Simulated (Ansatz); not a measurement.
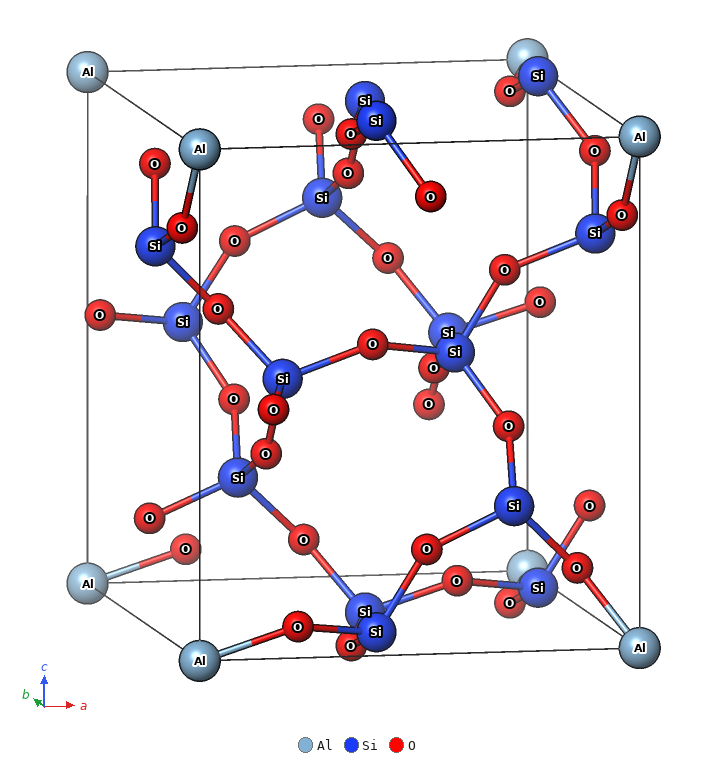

Ball-and-stick representation of a periodic structure, projected slightly off an axis. One simulation cell is outlined, and atoms on its boundary appear in each equivalent place.

Describe the crystal.

This is AlSi11O24. Apart from translations it has no symmetry (space group P1). The cell has 36 atoms, namely 1 Al, 11 Si, 24 O. Al bonds to four O in a tetrahedral arrangement. Si sits among four O in a tetrahedral arrangement. The bonds build a three-dimensional framework.

The initial geometry was a structure listed in the Materials Project, repeated into a supercell with a point defect put in. The atoms were relaxed in a fixed cell with DFT PBE, scalar-relativistic, plane waves, PAW in Ansatz.
